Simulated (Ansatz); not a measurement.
# CF2 (SMILES F[C]F) at PBE-QIDH/def2-TZVPP

What is the electronic atomisation energy of CF2 at PBE-QIDH/def2-TZVPP? 

The calculation is run with Ansatz 0.2.0.

31 further runs of the same task are left out: 31 set aside as unsound or not needed.

## (1) The molecule

CF2 has 3 atoms, charge 0, and is taken as a singlet. As SMILES, `F[C]F`. The shape is that of a PBE0-D4/def2-TZVP optimisation.

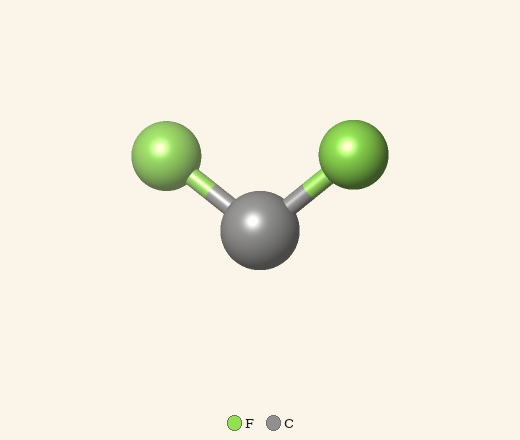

The structure, seen from a chosen angle (fluorine green, carbon grey).

## (2) The energy at PBE-QIDH/def2-TZVPP

Contents of run.yaml:

```yaml
crystal:
  periodic: [false, false, false]
  atoms:
    - symbol: F
      position_ang: [0.316310, 0.971410, 0.281600]
    - symbol: C
      position_ang: [0.382340, -0.318520, 0.175150]
    - symbol: F
      position_ang: [-0.698640, -0.652890, -0.456750]
basis:
  gaussian:
    orbitals: def2-TZVPP
hamiltonian:
  xc: {name: PBE-QIDH}
correlation:
  frozen_orbitals: {C: 1, F: 1}
accuracy: high
output: {orbitals: {seedname: orbitals}}
```

Run with:

```console
$ ansatz run run.yaml --threads 1 --pin off --max-ram 3480MiB --events-out events.jsonl --progress --plain --runs-dir runs
```

Log:

```text
Warning: RAYON_NUM_THREADS=1 ignored (pool sized by the plan → 1); use --threads N
Functional definition: PBE-QIDH
  name "PBE-QIDH"
  parameter a = 3^(-1/3)
  parameter c = 1/3
  exchange = (1 - a)*pbe_x + a*exact_x
  correlation = (1 - c)*pbe_c + c*(mp2_os + mp2_ss)
1489 factors; integrals over basis functions are off by at most 3.6e-9 eV
mean field evaluation 1: about -6456.1187 eV, gradient 2.8e1 eV
mean field evaluation 2: about -6456.1215 eV, gradient 2.8e1 eV
mean field evaluation 4: about -6457.2897 eV, gradient 1.9e0 eV
mean field evaluation 8: about -6457.3027 eV, gradient 2.6e-2 eV
mean field evaluation 16: about -6457.3027 eV, gradient 1.4e-6 eV
mean field -6457.30268154 eV, -237.3014966296 hartree, gradient 5.6e-8 eV, S^2 0.000000; 0 other end points of the search recorded, 0 dependent functions left out
3 core orbitals not correlated: weight in the atoms' cores, before any rotation towards them, 1.000 or more for the frozen orbitals, at most 0.000 for the correlated occupied ones
reference -6457.30268211 eV, -237.3014966506 hartree; 9, 9 occupied and 81, 81 virtual orbitals, 1489 factors
second order -19.14208282 eV of doubles, -0.00000000 eV of singles
Total energy: -6463.68337638 eV, -237.5359828401 hartree
```

Wall time 1.6 s (1 thread of AMD EPYC 9R45 (Zen 5), shared host); peak memory 0.21 GiB.

## (3) The C atom

Contents of job.yaml:

```yaml
crystal:
  periodic: [false, false, false]
  atoms:
    - {symbol: C, position_ang: [0.000000, 0.000000, 0.000000]}
basis:
  gaussian: {orbitals: def2-TZVPP}
magnetization: {spin_polarized: true, initial_magnetization: 2}
hamiltonian: {xc: {name: PBE-QIDH}}
correlation: {frozen_orbitals: {C: 1}}
accuracy: high
```

Run the same way, it converges to -37.80052 Eh (log not shown).

## (4) The F atom, same level

Contents of in.yaml:

```yaml
crystal:
  periodic: [false, false, false]
  atoms:
    - symbol: F
      position_ang: [0.000000, 0.000000, 0.000000]
basis:
  gaussian:
    orbitals: def2-TZVPP
accuracy: high
hamiltonian:
  xc: {name: PBE-QIDH}
magnetization:
  spin_polarized: true
  initial_magnetization: 1
correlation:
  frozen_orbitals: {F: 1}
```

Run the same way, it converges to -99.66615 Eh (log not shown).

## (5) Outcome

Level: PBE-QIDH/def2-TZVPP, 3 core orbitals frozen.

```
                                     quantity          value
                       molecule: total energy  -237.53598 Eh
  molecule: HOMO energy (SCF part's orbitals)      -11.48 eV
  molecule: LUMO energy (SCF part's orbitals)        0.26 eV
molecule: HOMO–LUMO gap (SCF part's orbitals)       11.74 eV
                         C atom: total energy   -37.80052 Eh
                                 C atom: ⟨S²⟩          2.006
                         F atom: total energy   -99.66615 Eh
                                 F atom: ⟨S²⟩          0.753
                electronic atomisation energy      10.971 eV
```

What this shows: Taking the molecule apart into free atoms costs 10.97 eV (1059 kJ/mol), before zero-point energy and without spin-orbit coupling.
